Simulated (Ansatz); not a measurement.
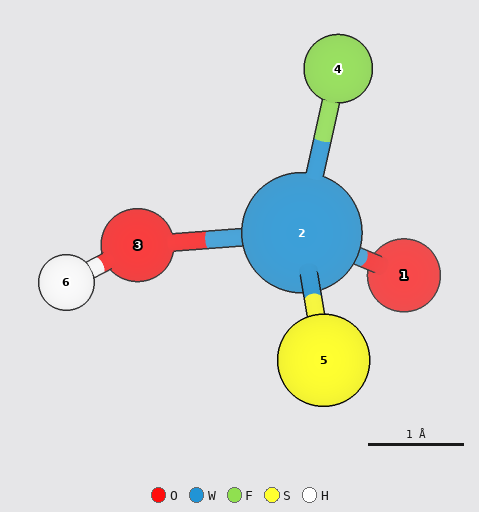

Figure 1. The structure (ball-and-stick view, seen at a tilt; atoms are numbered from 1 in the order of the input). Sticks mark near contacts. Bond lengths as drawn: F–W 1.85 Å, H–O 0.96 Å, O–W 1.69 to 1.87 Å and S–W 2.13 Å.

# WHSO₂F: single-point calculation

- system: WHSO₂F, SMILES [O]=[W]([OH])([F])=[S]
- method: RKS PBE0-D4/def2-TZVPP (Ansatz 0.2.0)

The geometry comes from this level: PBE0-D4/def2-TZVP.

**The input**
```yaml
crystal:
  periodic: [false, false, false]
  atoms:
    - {symbol: O, position_ang: [1.012166, -1.220182, -1.189740]}
    - {symbol: W, position_ang: [0.396853, -0.206929, 0.018650]}
    - {symbol: O, position_ang: [-0.889136, 0.892936, -0.765461]}
    - {symbol: F, position_ang: [1.779083, 0.783121, 0.753964]}
    - {symbol: S, position_ang: [-0.506829, -1.407355, 1.525042]}
    - {symbol: H, position_ang: [-1.750038, 1.094408, -0.388557]}
basis:
  gaussian: {orbitals: def2-TZVPP}
hamiltonian: {xc: pbe0, dispersion: d4}
output: {orbitals: {seedname: orbitals}}
```

Machine: 4 threads of Arm Neoverse V1, 23 GiB of memory available, shared host.

Run as:
```bash
ansatz run in.yaml --threads 4 --pin off --events-out ev --progress --plain --max-ram 10444MiB
```

**The program's output**
```
Functional definition: PBE0
  name "PBE0"
  cite "Adamo & Barone, J. Chem. Phys. 110, 6158 (1999) doi:10.1063/1.478522"
  cite "Perdew, Burke & Ernzerhof, Phys. Rev. Lett. 77, 3865 (1996) doi:10.1103/PhysRevLett.77.3865"
  parent pbe
  parameter a = 0.25
  parameter kappa = 0.804
  parameter beta = 0.06672455060314922
  exchange = (1 - a)*pbe_x(kappa = kappa, mu = beta*pi^2/3) + a*exact_x
  correlation = pbe_c(beta = beta)
1232 factors; their error is unknown
mean field evaluation 1: about -19473.1204 eV, gradient 9.1e1 eV
mean field evaluation 2: about -19331.4162 eV, gradient 2.8e2 eV
mean field evaluation 4: about -19484.9308 eV, gradient 3.2e1 eV
mean field evaluation 8: about -19486.6089 eV, gradient 6.3e-1 eV
mean field evaluation 16: about -19486.6523 eV, gradient 3.8e-4 eV
mean field -19486.65233778 eV, -716.1212648862 hartree, gradient 7.4e-5 eV, S^2 0.000000; 0 other end points of the search recorded, 0 dependent functions left out
reference -19486.65236521 eV, -716.1212658941 hartree; 28, 28 occupied and 177, 177 virtual orbitals, 1232 factors
Total energy: -19486.79544799 eV, -716.1265240892 hartree
```

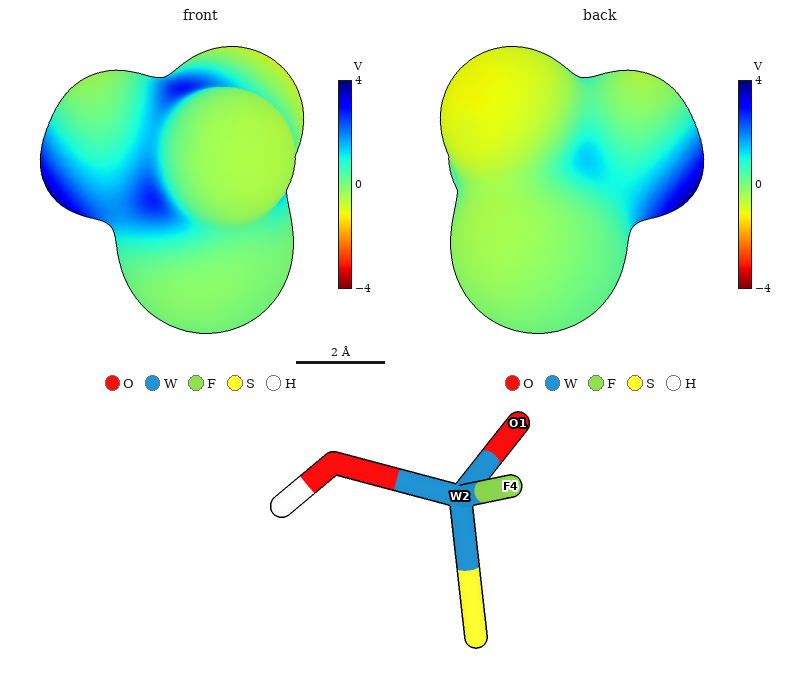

Figure 2. The electrostatic potential painted on the density surface at 0.002 e/bohr³, seen at a tilt and from behind; red is negative and blue positive. The bare structure is drawn below in the same view.

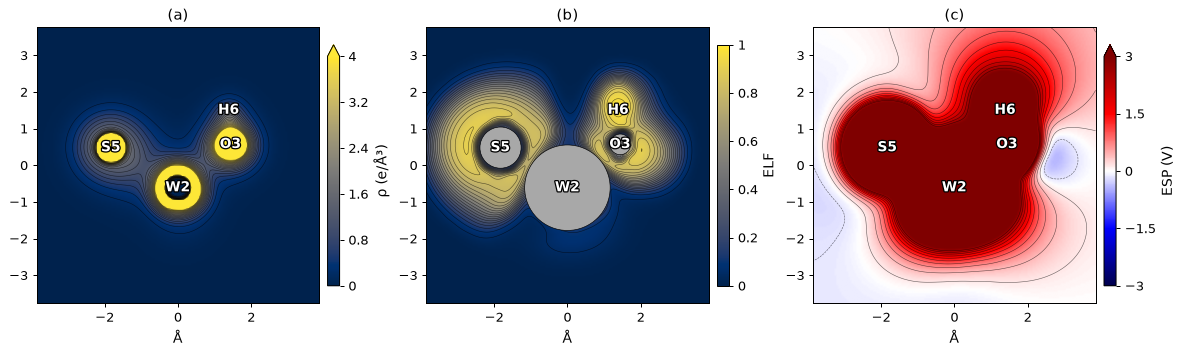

Figure 3. (a) electron density; (b) ELF; (c) molecular electrostatic potential on the plane of atoms O3, W2 and S5. Grey discs, where drawn, cover atomic cores.

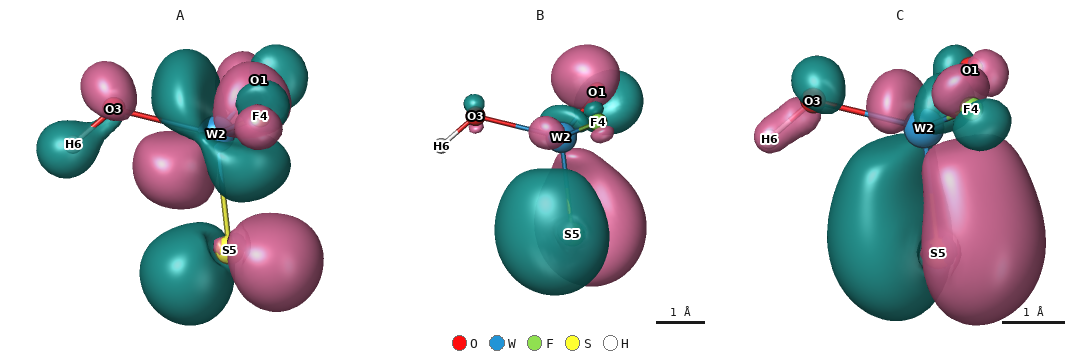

Figure 4. Three frontier orbitals at ±0.1 Å⁻³ᐟ² (teal and pink are the two phases). C is the HOMO−1 (−8.71 eV). By Hirshfeld shares it lies mainly on S5 (70 %) and W2 (25 %). B is the HOMO (−8.03 eV). A is the LUMO (−2.62 eV). Its weight (Hirshfeld) is mainly on W2 (55 %) and S5 (30 %). The HOMO–LUMO gap is 5.41 eV between the orbital energies.

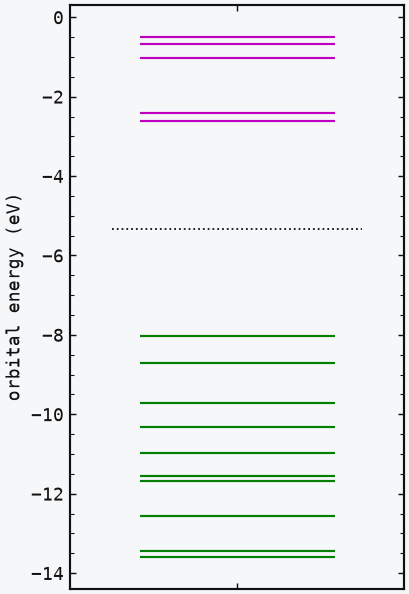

Figure 5. Orbital energies near the frontier; the dotted line parts filled from empty levels, and levels within 0.02 eV of each other stand side by side. Highest filled −8.03 eV, lowest empty −2.62 eV, 5.41 eV apart.

**Summary**

- outcome: converged
- total energy: −19486.7954 eV
- mean-field energy: −19486.6524 eV
- dispersion energy: −0.1431 eV
- SCF solution under orbital rotations: stable
- HOMO: −8.03 eV
- LUMO: −2.62 eV
- wall time: 2.7 s (CPU time 9.9 s)
- peak memory: 0.47 GiB
